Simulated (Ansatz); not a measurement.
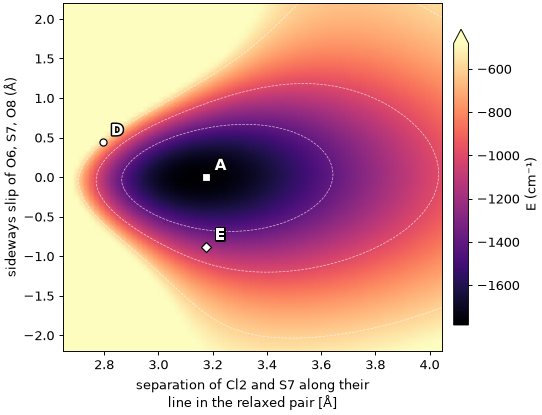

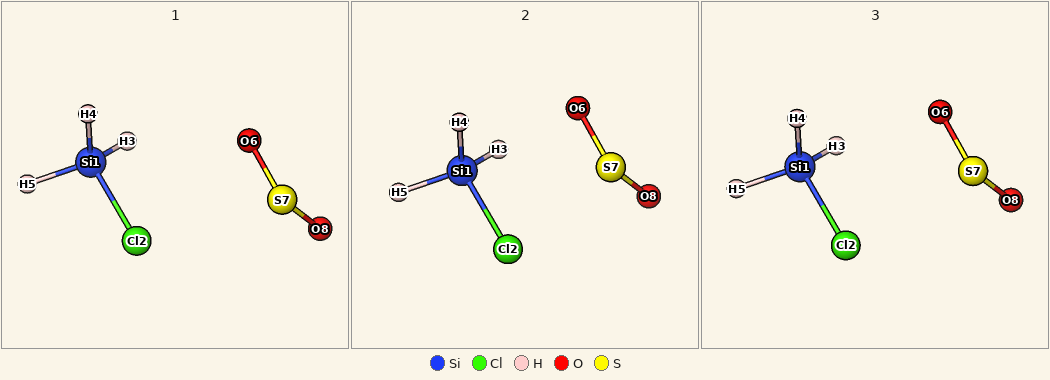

The pair ClH₃Si···O₂S. Coordinates scanned: (1) separation of Cl2 and S7 along their line in the relaxed pair; (2) sideways slip of O6, S7, O8. Nothing is relaxed (both partners rigid). The scan uses an 11 × 11 grid. Points are written as (first, second). Energies: cm⁻¹, counted from the two partners far apart, frozen as in the relaxed pair, each in its own basis (no counterpoise correction). Method: RKS PBE-D4/def2-SVPD (Ansatz).

The picture shows a smooth colour map with a few white contour lines, one colour for all values above the top of the scale, lettered points. Between grid points the surface is interpolated. The numbered pictures are the structures at these points, in random order.

**Which structure belongs to which point?**

A is structure 3: (3.177 Å, 0.00 Å), −1784 cm⁻¹; D is structure 2: (2.794 Å, 0.44 Å), −588 cm⁻¹; E is structure 1: (3.177 Å, −0.88 Å), −1194 cm⁻¹.
